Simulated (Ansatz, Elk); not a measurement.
# ZnGaGeH: X-ray structure factors from the self-consistent density

Structure refinements treat a crystal as free atoms side by side. For a made-up structure of ZnGaGeH (cell and positions from a PBE relaxation) the runs below show what the calculated density changes in F(hkl).

Method: DFT, PBE, all-electron APW+lo, Dirac cores, scalar-relativistic bands, static density, no spin, in Elk 11.2.3 (patched build).

The structure was built from a prototype and need not be the compound's stable phase.

### Step 1. Starting point

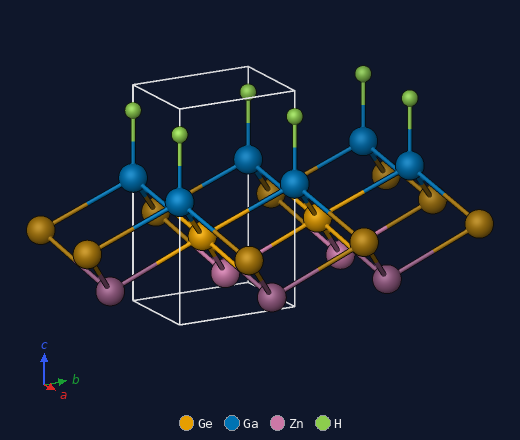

Start, viewed slightly off an axis; germanium orange, gallium blue, zinc pink, hydrogen green. 1×2×1 cells are drawn. Some periodic images of atoms are drawn too.

Structure file:

```cif
data_structure
_symmetry_space_group_name_H-M 'P3m1'
_symmetry_Int_Tables_number 156
_cell_length_a 3.9639
_cell_length_b 3.9639
_cell_length_c 5.2022
_cell_angle_alpha 90.000
_cell_angle_beta 90.000
_cell_angle_gamma 120.000
_cell_volume 70.79
loop_
_atom_site_label
_atom_site_type_symbol
_atom_site_symmetry_multiplicity
_atom_site_Wyckoff_symbol
_atom_site_fract_x
_atom_site_fract_y
_atom_site_fract_z
_atom_site_occupancy
Ge1 Ge 1 c 0.66667 0.33333 0.34518 1
Ga1 Ga 1 a 0.00000 0.00000 0.56869 1
Zn1 Zn 1 b 0.33333 0.66667 0.10832 1
H1 H 1 a 0.00000 0.00000 0.88090 1
```

### Step 2. Ground state and structure factors

An all-electron density is needed, since X-rays see the cores too. Task 0 finds the density and task 195 Fourier-transforms it; tshift is off so that phases refer to the origin typed.

Input file elk.in:

```
tasks
  0
  195

xctype
  20

spinpol
  .false.

rgkmax
  7.0

gmaxvr
  14.0

lmaxo
  7

lmaxapw
  8

swidth
  0.002

tshift
  .false.

hmaxvr
  5.5

maxscl
  120

epspot
  1e-06

sppath
  './'

avec
  7.49059791650 0.00000000000 0.00000000000
  -3.74529895825 6.48704808523 -0.00000000000
  0.00000000000 0.00000000000 9.83082317099

atoms
  4
  'Ge.in'
  1
  0.6666666667 0.3333333333 0.3451811357   0.000000 0.000000 0.000000
  'Ga.in'
  1
  0.0000000000 0.0000000000 0.5686894027   0.000000 0.000000 0.000000
  'Zn.in'
  1
  0.3333333333 0.6666666667 1.1083246400   0.000000 0.000000 0.000000
  'H.in'
  1
  -0.0000000000 -0.0000000000 0.8809048217   0.000000 0.000000 0.000000

ngridk
  7 7 5
```

Command:

```sh
> OMP_NUM_THREADS=4 elk
```

Numbers of over 12 decimals in the logs are rounded to 6 here.

Output:

```text
┌─────────────────────────┐
│ Elk code version 11.2.3 │
└─────────────────────────┘

All units are atomic (Hartree, Bohr, etc.)

┌─────────────────────────────────────────────────┐
│ Ground-state run starting from atomic densities │
└─────────────────────────────────────────────────┘

Lattice vectors :
   7.490597916       0.000000000       0.000000000
  -3.745298958       6.487048085      -0.000000000
   0.000000000       0.000000000       9.830823171

Reciprocal lattice vectors :
  0.8388095820      0.4842869380      -0.000000000
   0.000000000      0.9685738759       0.000000000
  -0.000000000       0.000000000      0.6391311488

Unit cell volume      :    477.6980704
Brillouin zone volume :   0.5192614934

Muffin-tin inner radius fraction :   0.1000000000E-01

Nuclei treated as point charges

Species : 1 (Ge)
 parameters loaded from : Ge.in
 name : germanium
 nuclear charge    :   -32.00000000
 electronic charge :    32.00000000
 atomic mass :    132414.6196
 muffin-tin radius :    2.400000000
 number of radial points in muffin-tin :    993
 inner part over the whole radius :   0.9906635991E-02
 number on inner part of muffin-tin    :    702
 approximate nuclear radius :   0.7637961215E-04
 number of mesh points to nuclear radius :    340
 atomic positions (lattice), magnetic fields (Cartesian) :
  1 :   0.66666667  0.33333333  0.34518114    0.00000000  0.00000000  0.00000000

Species : 2 (Ga)
 parameters loaded from : Ga.in
 name : gallium
 nuclear charge    :   -31.00000000
 electronic charge :    31.00000000
 atomic mass :    127097.2539
 muffin-tin radius :    1.906948153
 number of radial points in muffin-tin :    993
 inner part over the whole radius :   0.9848043981E-02
 number on inner part of muffin-tin    :    697
 approximate nuclear radius :   0.7562051033E-04
 number of mesh points to nuclear radius :    344
 atomic positions (lattice), magnetic fields (Cartesian) :
  1 :   0.00000000  0.00000000  0.56868940    0.00000000  0.00000000  0.00000000

Species : 3 (Zn)
 parameters loaded from : Zn.in
 name : zinc
 nuclear charge    :   -30.00000000
 electronic charge :    30.00000000
 atomic mass :    119233.3130
 muffin-tin radius :    2.400000000
 number of radial points in muffin-tin :    993
 inner part over the whole radius :   0.9843840322E-02
 number on inner part of muffin-tin    :    701
 approximate nuclear radius :   0.7484757725E-04
 number of mesh points to nuclear radius :    337
 atomic positions (lattice), magnetic fields (Cartesian) :
  1 :   0.33333333  0.66666667  0.10832464    0.00000000  0.00000000  0.00000000

Species : 4 (H)
 parameters loaded from : H.in
 name : hydrogen
 nuclear charge    :   -1.000000000
 electronic charge :    1.000000000
 atomic mass :    1837.362221
 muffin-tin radius :    1.112386423
 number of radial points in muffin-tin :    393
 inner part over the whole radius :   0.9819791085E-02
 number on inner part of muffin-tin    :    256
 approximate nuclear radius :   0.2766748019E-04
 number of mesh points to nuclear radius :     79
 atomic positions (lattice), magnetic fields (Cartesian) :
  1 :   0.00000000  0.00000000  0.88090482    0.00000000  0.00000000  0.00000000

Total number of atoms per unit cell :    4
Total muffin-tin volume :    150.6246857
 ratio of muffin-tin to unit cell volume :   0.3153135736

Spin treatment :
 spin-unpolarised

Number of Bravais lattice symmetries :   24
Number of crystal symmetries         :    6
Crystal has no inversion symmetry
Complex Hermitian eigensolver will be used

k-point grid :      7     7     5
k-point offset :    0.000000000       0.000000000       0.000000000
k-point set is reduced with full crystal symmetry group
Total number of k-points :       60

Muffin-tin radius times maximum |G+k| :    7.000000000
 using average radius
Maximum |G+k| for APW functions       :    3.580867365
Maximum (1/2)|G+k|²                   :    6.411305544
Maximum |G| for potential and density :    14.00000000
Constant for pseudocharge density :    8
[...]
at k-point 31

Charges :
 core                        :    48.00000000
 valence                     :    46.00000000
 interstitial                :    5.591627124
 muffin-tins (core leakage)
  species : 1 (Ge)
   atom 1                    :    30.69551247     (  0.3408971677E-03)
  species : 2 (Ga)
   atom 1                    :    28.55576977     (  0.1002693976E-01)
  species : 3 (Zn)
   atom 1                    :    28.56753024     (  0.8351277448E-04)
  species : 4 (H)
   atom 1                    :   0.5895603920     (   0.000000000    )
 total in muffin-tins        :    88.40837288
 total calculated charge     :    93.98952849
 total charge                :    94.00000000
 error                       :   0.1047151221E-01

RMS change in Kohn-Sham potential (target) :    33.20593503     (  0.1000000000E-05)
Absolute change in total energy (target)   :   0.1931692795     (  0.1000000000E-03)

[... loops 3 to 21 left out ...]

┌──────────────────┐
│ Loop number : 22 │
└──────────────────┘

Energies :
 Fermi                       :     0.153617
 sum of occupied eigenvalues :     -3357.8481211138
 electron kinetic            :      5955.6435855539
 core electron kinetic       :      5450.1731049704
 Coulomb                     :     -11568.083587252
 Coulomb potential           :     -9017.7579651433
 nuclear-nuclear             :     -714.11337069784
 electron-nuclear            :     -12705.412143646
 Hartree                     :      1851.4419270925
 Madelung                    :     -7059.2046046800
 xc potential                :     -295.73374152441
 exchange                    :     -222.87919273969
 correlation                 :     -4.535213
 electron entropic           :    -0.25110618584221E-03
 total energy                :     -5839.8546584506

Density of states at Fermi energy :    16.84252436
 (states/Hartree/unit cell)

Estimated indirect band gap :   0.4481446700E-02
 from k-point 10 to k-point 15
Estimated direct band gap   :   0.2572177034E-01
 at k-point 15

Charges :
 core                        :    48.00000000
 valence                     :    46.00000000
 interstitial                :    5.525008768
 muffin-tins (core leakage)
  species : 1 (Ge)
[...]
species : 2 (Ga)
[...]
species : 3 (Zn)
[...]
species : 4 (H)
   atom 1                    :   0.5184037345     (   0.000000000    )
 total in muffin-tins        :    88.47499123
 total calculated charge     :    93.98988779
 total charge                :    94.00000000
 error                       :   0.1011221235E-01

RMS change in Kohn-Sham potential (target) :   0.6180410513E-06 (  0.1000000000E-05)
Absolute change in total energy (target)   :   0.2797214620E-06 (  0.1000000000E-03)

Convergence targets achieved

┌──────────────────┐
│ Loop number : 23 │
└──────────────────┘

Energies :
 Fermi                       :     0.153617
 sum of occupied eigenvalues :     -3357.8481212431
 electron kinetic            :      5955.6435858586
 core electron kinetic       :      5450.1731049228
 Coulomb                     :     -11568.083587648
 Coulomb potential           :     -9017.7579650115
 nuclear-nuclear             :     -714.11337069784
 electron-nuclear            :     -12705.412144563
 Hartree                     :      1851.4419276128
 Madelung                    :     -7059.2046051420
 xc potential                :     -295.73374209032
 exchange                    :     -222.87919277017
 correlation                 :     -4.535213
 electron entropic           :    -0.25110618246307E-03
 total energy                :     -5839.8546585727

Density of states at Fermi energy :    16.84252409
 (states/Hartree/unit cell)

Estimated indirect band gap :   0.4481447013E-02
 from k-point 10 to k-point 15
Estimated direct band gap   :   0.2572176999E-01
 at k-point 15

Charges :
 core                        :    48.00000000
 valence                     :    46.00000000
 interstitial                :    5.525008758
 muffin-tins (core leakage)
  species : 1 (Ge)
   atom 1                    :    30.58547686     (  0.3363765076E-03)
  species : 2 (Ga)
   atom 1                    :    28.58175615     (  0.9692401577E-02)
  species : 3 (Zn)
   atom 1                    :    28.78935450     (  0.8030884774E-04)
  species : 4 (H)
   atom 1                    :   0.5184037346     (   0.000000000    )
 total in muffin-tins        :    88.47499124
 total calculated charge     :    93.98988779
 total charge                :    94.00000000
 error                       :   0.1011221238E-01

┌──────────────────────────────┐
│ Self-consistent loop stopped │
└──────────────────────────────┘

Warning : core states of species 1 leak from the muffin-tin :   0.3363765076E-03

Warning : core states of species 2 leak from the muffin-tin :   0.9692401577E-02

Wrote STATE.OUT
```

Wall time 83 s (4 threads of Arm Neoverse V1, shared host); peak memory 0.17 GiB.

SFACRHO.OUT:

```text

h k l indices transformed by vhmat matrix:
   1.000000000       0.000000000       0.000000000    
   0.000000000       1.000000000       0.000000000    
   0.000000000       0.000000000       1.000000000    

      h      k      l  multipl.   |H|            Re(F)            Im(F)           |F|

      0      0      0      1   0.0000000       93.999999      0.98388120E-16   93.999999    
      0      0      1      1  0.63913115      -20.648180       29.683086       36.158442    
      0      0     -1      1  0.63913115      -20.648180      -29.683086       36.158442    
      0      1      0      3  0.96857388      0.74786409       1.4337120       1.6170438    
      0     -1      0      3  0.96857388      0.74786409      -1.4337120       1.6170438    
     -1      1     -1      3   1.1604413      -30.559914       59.991021       67.326302    
      0      1      1      3   1.1604413      -30.559914      -59.991021       67.326302    
     -1      0     -1      3   1.1604413      -19.947472      0.34271374       19.950415    
     -1      1      1      3   1.1604413      -19.947472     -0.34271377       19.950415    
      0      0     -2      1   1.2782623       11.979663      -18.306017       21.877445    
      0      0      2      1   1.2782623       11.979663       18.306017       21.877445    
      0      1      2      3   1.6037736       55.727123       5.6802202       56.015865    
     -1      0     -2      3   1.6037736      -21.321529      -28.976791       35.975853    
     -1      1      2      3   1.6037736      -21.321529       28.976791       35.975853    
      1      0     -2      3   1.6037736       55.727123      -5.6802202       56.015865    
      1     -2      0      6   1.6776192       69.200056      0.86622646E-09   69.200056    
      2     -1     -1      6   1.7952422      -16.175771      -22.932901       28.063741    
      1     -2      1      6   1.7952422      -16.175771       22.932901       28.063741
```

Elk indexes on the primitive cell of elk.in and gives |H| = 4π sin θ/λ in inverse bohr. Below, one row stands for each form hkl of the conventional cell (m members, Friedel mates merged), F is for one primitive cell and the density is static (no thermal factor). Free-atom factors are Waasmaier and Kirfel's, and R is Σm||F|−|F'||/Σm|F|.

```
hkl   m  sin θ/λ (Å⁻¹)  abs F, DFT  neutral atoms   diff.  abs of complex diff.
001   2          0.096      36.158         35.992  +0.166                 0.182
100   6          0.146       1.617          1.354  +0.263                 0.263
011   6          0.174      67.326         67.357  -0.030                 0.083
101   6          0.174      19.950         20.160  -0.210                 0.263
002   2          0.192      21.877         22.194  -0.317                 0.331
012   6          0.241      56.016         56.377  -0.361                 0.370
102   6          0.241      35.976         36.280  -0.304                 0.328
110   6          0.252      69.200         69.589  -0.388                 0.388
111  12          0.270      28.064         28.365  -0.302                 0.304
003   2          0.288       6.546          6.746  -0.199                 0.239
200   6          0.291       1.231          1.256  -0.025                 0.100
021   6          0.307      16.235         16.405  -0.170                 0.202
201   6          0.307      54.923         55.275  -0.352                 0.355
112  12          0.317      18.022         18.200  -0.178                 0.181
```

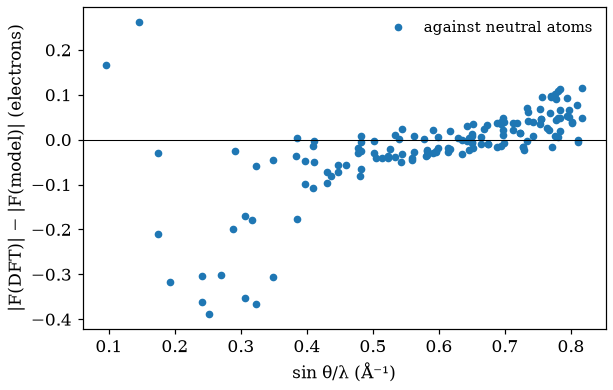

Difference between the calculated structure factors and the independent-atom ones.

### Step 3. What came out

```json
{"R against neutral atoms, sin θ/λ < 0.3 Å⁻¹": "0.73 %", "R against neutral atoms, 0.3 to 0.82 Å⁻¹": "0.24 %"}
```

Independent neutral atoms miss the calculated amplitudes by R = 0.73 % below 0.3 Å⁻¹ and 0.24 % from there to 0.82 Å⁻¹; by shells, 2.33 % below 0.15 Å⁻¹ (2 forms), 0.66 % 0.15 to 0.3 (9 forms), 0.39 % 0.3 to 0.45 (21 forms), 0.20 % above 0.45 (117 forms). Bonding, aspherical density and the tables' own atoms all enter these figures, and the runs don't part them. The largest change of an amplitude is -0.39 electrons, at 110. R counts amplitudes alone; phases shift too. Weak lines can change much in proportion: 100 goes from 1.35 to 1.62. The basis has no finished test. The k-mesh has no finished test. Part of the difference isn't bonding: the tables are fits to free atoms and ions calculated by other methods than this functional. Thermal motion, anomalous dispersion and extinction are left out.

[Logs are printed without paths, hosts, clocks, repeated set-up lines and the standing remarks that a program may print on its own settings, such as how far it seeks lower states.]

[Hosts, paths, dates, database ids (printed as entryN), source tags and the programs' standing remarks are cut or masked in the printed files.]
